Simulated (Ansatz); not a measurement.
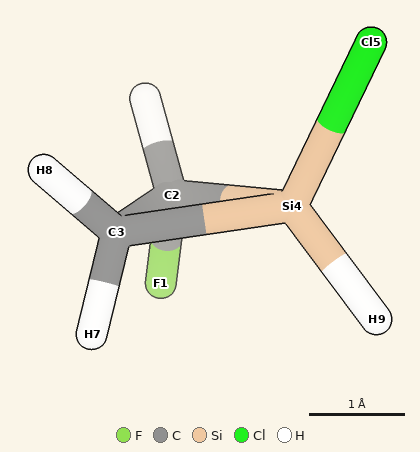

Starting structure of C2H4ClFSi. Style: stick. Shown at a tilt.

The start comes from PBE-D4/def2-SVP.

Method: RKS PBE0-D4/def2-TZVP (Ansatz).

Input file:
```yaml
crystal:
  periodic: [false, false, false]
  atoms:
    - {symbol: F, position_ang: [-0.603750, -1.272613, 1.592342]}
    - {symbol: C, position_ang: [-0.125560, -0.150126, 0.957239]}
    - {symbol: C, position_ang: [0.907398, -0.371089, -0.169479]}
    - {symbol: Si, position_ang: [-0.693399, 0.403142, -0.745227]}
    - {symbol: Cl, position_ang: [-0.811883, 2.425104, -1.188187]}
    - {symbol: H, position_ang: [0.148782, 0.642334, 1.682623]}
    - {symbol: H, position_ang: [0.993021, -1.428704, -0.485440]}
    - {symbol: H, position_ang: [1.889428, 0.126269, -0.082906]}
    - {symbol: H, position_ang: [-1.615637, -0.420518, -1.577965]}
basis:
  gaussian: {orbitals: def2-TZVP}
hamiltonian: {xc: pbe0, dispersion: d4}
relax: {f_tol: 0.005, max_steps: 150}
```

Command:
```bash
ansatz run in.yaml --threads 4 --pin off --events-out ev --progress --plain --max-ram 10444MiB
```

Question: Predict the outcome.

Answer: Over 5 geometry steps the energy falls by 1.18 kcal/mol. Largest force component: 0.62 eV/Å at the start, 0.0021 eV/Å at the end. The atom that moves furthest after the best rigid fit is Cl5 (0.043 Å). By element the largest moves are Cl 0.043 Å, H 0.029 Å, C 0.021 Å, F 0.021 Å, Si 0.020 Å. Some distances before and after: Si4–Cl5 2.073 → 2.039 Å, C2–Si4 1.878 → 1.848 Å, C3–Si4 1.869 → 1.841 Å, C2–H6 1.109 → 1.088 Å. The run took 19 s on 4 threads of Arm Neoverse V2 (shared host).

The structure at the end:

```xyz
9

F    -0.5931   -1.2591    1.5809
C    -0.1331   -0.1387    0.9407
C     0.9011   -0.3674   -0.1752
Si   -0.6748    0.3975   -0.7423
Cl   -0.8070    2.3868   -1.1693
H     0.1470    0.6302    1.6583
H     0.9847   -1.4109   -0.4760
H     1.8648    0.1211   -0.0764
H    -1.6012   -0.4056   -1.5577
```
